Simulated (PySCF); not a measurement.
## Electronic structure of C$_{2}$H$_{7}$BrGeSi in real space

```xyz
12

C    -1.6805   -1.0223   -0.3946
C    -1.5732    0.0975    0.3009
Si    0.0304    1.0722    0.4010
Ge    1.8631   -0.1481   -0.3726
Br    0.3442    1.5365    2.5659
H    -0.8400   -1.4291   -0.9427
H    -2.5969   -1.5883   -0.4543
H    -2.4335    0.4700    0.8429
H    -0.1167    2.3932   -0.2114
H     1.8456   -1.5997   -0.0072
H     3.1870    0.3481    0.1131
H     1.9717   -0.1306   -1.8669
```

Geometry: GFN2-xTB.

Level of theory: PySCF 2.14.0, CAM-B3LYP/def2-SVPD, SCF density, gas phase.

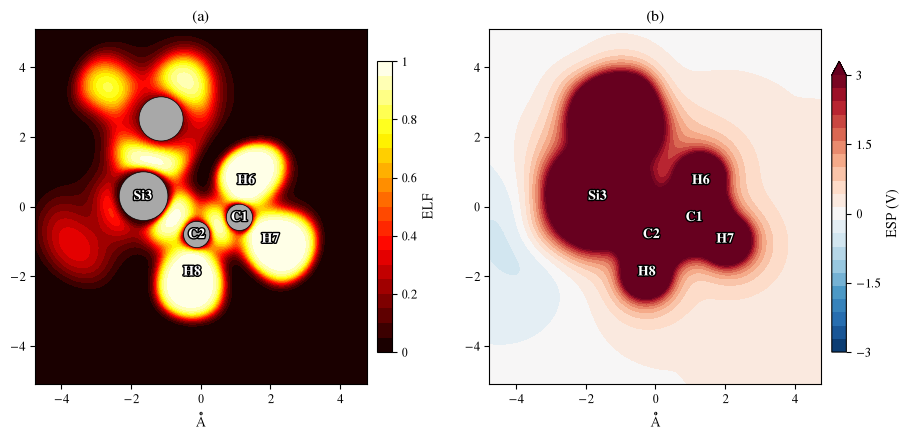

Figure 1. (a) ELF; (b) molecular electrostatic potential on the plane of atoms C2, C1 and H7. Grey discs cover the atomic cores in the ELF map.

Describe what can be read from this map.

Atoms in the plane: C, Si and H. C–C (1.32 Å): the ELF peaks at about 0.95 between the atoms: a multiple bond. C–Si (1.88 Å): the ELF peaks at about 1 between the atoms: a covalent bond. C–H (1.08 Å): the ELF climbs to about 1 towards the hydrogen, as it does in any bond to H: a covalent bond by its length. Outside the dense part of the molecule the potential is most negative (−0.5 V) near Br5, which lies off the plane.

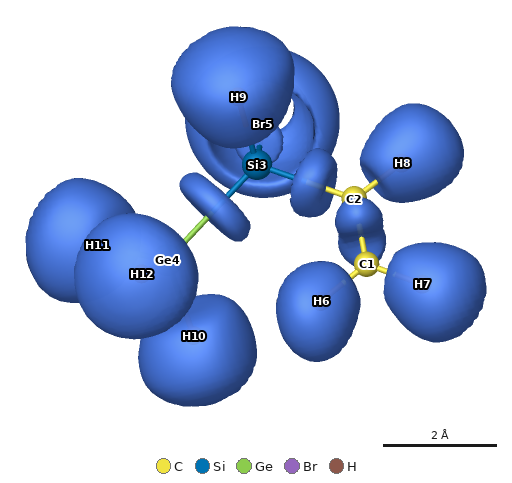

Figure 2. Isosurface of the ELF at 0.8 (blue), seen at a tilt. Core shells and regions of very low density are left out.

What do the ELF domains correspond to?

At this value the surface marks out one region between bonded Br–Si atoms (shared pairs), one region between bonded C–C atoms (shared pairs), one region between bonded C–Si atoms (shared pairs), one region between bonded Ge–Si atoms (shared pairs), seven regions around hydrogen nuclei and one ring or bowl of non-bonding electrons around Br.

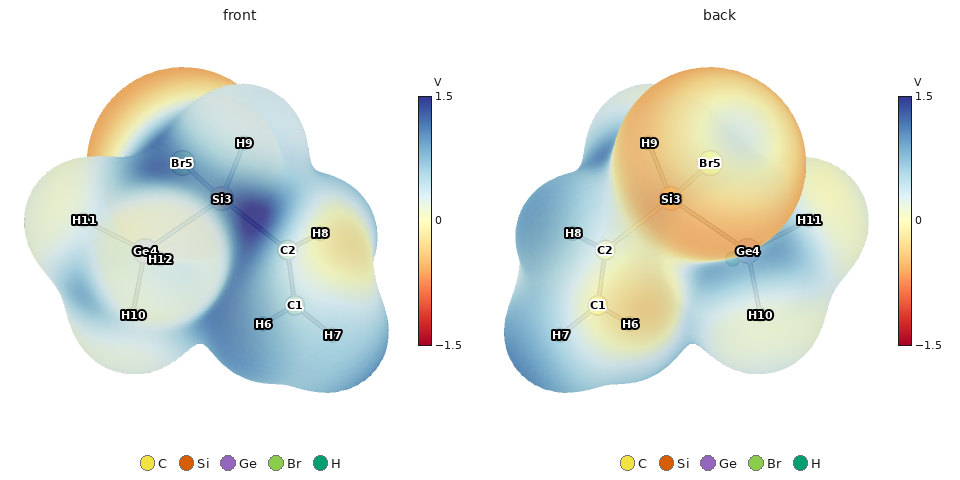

Figure 3. The electrostatic potential painted on the density surface at 0.002 e/bohr³, seen from the front and from behind; the colour scale runs from red (negative) to blue (positive).

Where is the surface potential most negative and most positive?

The most negative region (about −0.6 V) lies over Br5, the most positive (about +1.4 V) over Si3. Br5 shows a σ-hole: about +0.2 V at the tip opposite its bond, against about −0.5 V on its flanks.

What dipole moment does the calculation give?

Its dipole moment is 2.05 D.
